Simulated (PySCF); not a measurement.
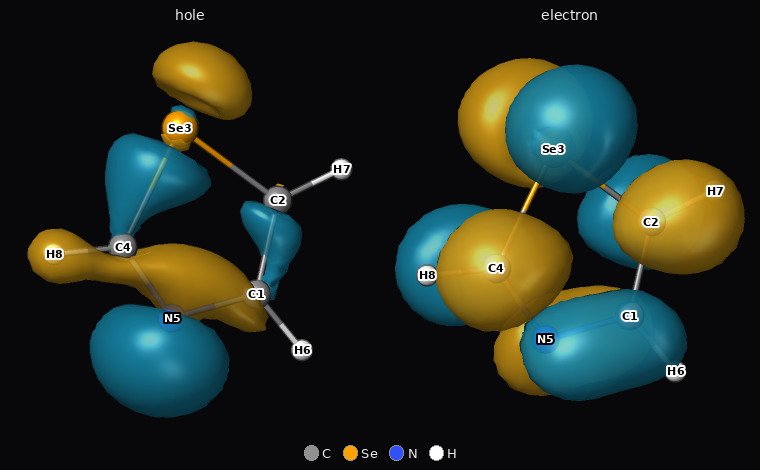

C3H3NSe, SMILES `c1c[se]cn1`. Leading natural transition orbital pair of S₁ (TDA singlet states); the surfaces enclose about 78 % of each orbital's density.

PySCF calculation, B3LYP/def2-SVP, gas phase; geometry: GFN2-xTB. No frequency check shows the geometry to be a minimum. GFN2-xTB bond lengths at metals and heavier atoms can be off by up to 0.1 Å and shapes distorted, which carries into these values. Without diffuse functions Rydberg states are missing, so the states' numbers hold for this basis only.

The calculation's input:

```python
import numpy as np
from pyscf import gto, scf, dft, tdscf
from pyscf.scf import atom_ks, atom_hf
from scipy.linalg import block_diag

def solve(mol, dm0=None, hcore=None):
    mf = (dft.UKS if mol.spin else dft.RKS)(mol, xc='b3lyp')
    mf.grids.level = 3
    mf = mf.density_fit(auxbasis='def2-universal-jkfit')
    mf.conv_tol, mf.max_cycle = 1e-8, 80
    if hcore is not None:
        mf.get_hcore = lambda *args: hcore
    mf.kernel(dm0)
    if not mf.converged:
        mf = mf.newton().run(mf.mo_coeff, mf.mo_occ, max_cycle=30)
    assert mf.converged, 'SCF not converged'
    return mf

mol = gto.M(atom='''
C      1.68273     0.61592     0.00000
C      0.47490     1.24189     0.00000
Se    -0.90996     0.00952     0.00000
C      0.50260    -1.24093     0.00000
N      1.67430    -0.73496     0.00000
H      2.63444     1.11888     0.00000
H      0.29953     2.30195     0.00000
H      0.32323    -2.30114     0.00000
''', basis='def2-svp', charge=0, spin=0, verbose=4)
mf = solve(mol)
td = mf.TDA()
td.nstates, td.singlet, td.conv_tol = 5, True, 1e-5
td.kernel()
td.analyze()
x, y = np.array([p[0] for p in td.xy]), np.array([p[1] + 0 * p[0] for p in td.xy])
f, mu = td.oscillator_strength(), td.transition_dipole()
nto = [td.get_nto(state=i + 1, verbose=4) for i in range(len(td.e))]
# spherically averaged free atoms, for the promolecule
atm = atom_ks.get_atm_nrks(mol, xc='b3lyp')
pro = block_diag(*[(atm[a[0]][2] * atm[a[0]][3]) @ atm[a[0]][2].T for a in mol._atom])
np.savez('result.npz', e=td.e, f=f, ok=td.converged, w=[n[0] for n in nto], nto=[n[1] for n in nto], x=x, y=y, c=mf.mo_coeff, occ=mf.mo_occ, eps=mf.mo_energy, pro=pro, mu=mu)
```

Run with:

```sh
OMP_NUM_THREADS=1 python input.py
```

The run took 61 s on 1 thread of Intel(R) Xeon(R) 6975P-C (Granite Rapids), with other jobs on the host, peak memory 0.58 GiB.

> Give its energy and the atoms that hole and electron lie on.

4.95 eV (250 nm), f = 0.000 (very weak); the leading pair carries 100 %; hole on N5 (59 %), Se3 (17 %) and C4 (9 %), electron on C4 (27 %), Se3 (24 %) and C2 (19 %); their centroids lie 1.0 Å apart. In canonical orbitals it is mainly HOMO−1 → LUMO (100 %). The HOMO–LUMO gap is 5.83 eV.
